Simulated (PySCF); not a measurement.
## Electronic structure of C5H10OSi (SMILES C=C1COCC[SiH2]1) in real space

```tsv
atom	x (Å)	y (Å)	z (Å)
C	2.3961	-0.1026	0.7749
C	1.2055	-0.0859	0.1940
C	0.5130	-1.3642	-0.2052
O	-0.8127	-1.4661	0.2663
C	-1.7269	-0.5859	-0.3432
C	-1.5869	0.8647	0.1227
Si	0.1955	1.4649	-0.1696
H	2.8957	0.8082	1.0594
H	2.9237	-1.0217	0.9838
H	1.0317	-2.2336	0.2094
H	0.5203	-1.4450	-1.3070
H	-1.6216	-0.6372	-1.4389
H	-2.7127	-0.9787	-0.0738
H	-1.8305	0.9074	1.1849
H	-2.3212	1.4748	-0.4024
H	0.3653	1.8418	-1.5821
H	0.5587	2.5711	0.7167
```

Geometry: GFN2-xTB.

The calculation used CAM-B3LYP/def2-SVPD, SCF density, gas phase in PySCF 2.14.0.

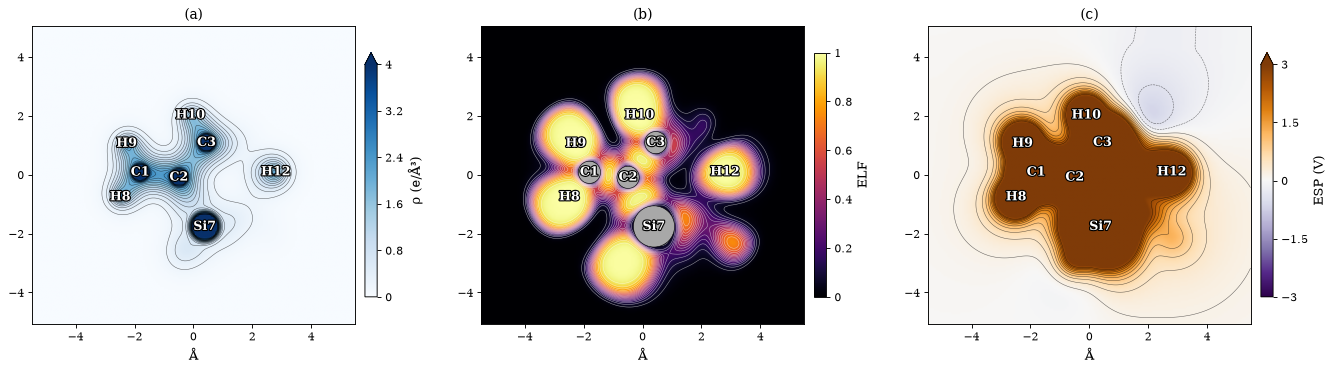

Figure 1. (a) electron density; (b) electron localisation function; (c) electrostatic potential on the plane of atoms C2, C1 and H9. Grey discs cover the atomic cores in the ELF map.

**Describe what can be read from this map.**

- Atoms in the plane: C, Si and H.
- C–C (1.32 Å): ρ at the midpoint is about 2.3 e/Å³; the ELF peaks at about 0.95 between the atoms (a short, multiple covalent bond).
- C–Si (1.89 Å): the density is about 0.96 e/Å³ at the midpoint; the ELF peaks at about 1 between the atoms (a shared electron pair).
- C–H (1.08 Å): ρ is about 2 e/Å³ halfway; the ELF climbs to about 1 towards the hydrogen, as it does in any bond to H (an ordinary covalent bond to hydrogen).
- C–C (1.51 Å): ρ at the midpoint is about 1.7 e/Å³; the ELF peaks at about 0.95 between the atoms; a covalent bond.
- Outside the dense part of the molecule the potential is most negative (−0.6 V) near O4, which lies off the plane.

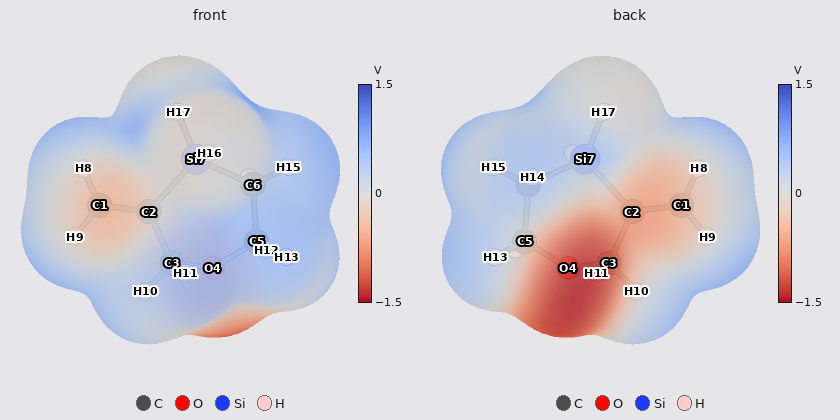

Figure 2. The molecular electrostatic potential painted on the density surface at 0.001 e/bohr³, seen from the front and from behind; red is negative and blue positive.

**Which sites attract a positive test charge, and which a negative one?**

A positive charge is drawn to the negative regions and a negative charge to the positive ones. The most negative region (about −1.3 V, or −30 kcal/mol for a unit charge) lies over O4, the most positive (about +0.7 V, or +16 kcal/mol for a unit charge) over Si7. O4 is the likeliest acceptor of a hydrogen bond.

**How polar is the molecule by this calculation?**

Its dipole moment is 1.00 D.
